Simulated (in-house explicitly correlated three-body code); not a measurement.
Two electrons around a point charge Z = 15 (P¹³⁺). Computed variationally in 260 exponentially correlated functions with an in-house code, non-relativistic, converged to about 10⁻⁸ of the energy. Wanted, and plotted below: the distribution of the distance r₁₂ between the electrons in the ground state (one pair, times 4πr₁₂²) and its difference from that of the Kohn-Sham determinant with the same density, the Coulomb hole.

The pair density peaks near r₁₂ = 0.12 bohr, and ⟨r₁₂⟩ = 0.1505 bohr. Correlation takes weight from short distances: the hole is deepest (−0.086 bohr⁻¹) near 0.058 bohr and first changes sign near 0.12 bohr, moving 0.58 % of the pair outwards. The mean cosine of the angle between the electrons is −0.00887, and the density-functional correlation energy is −46.00 millihartree.

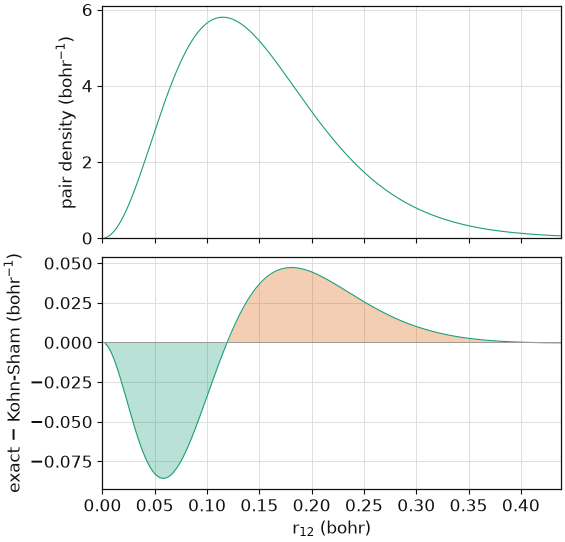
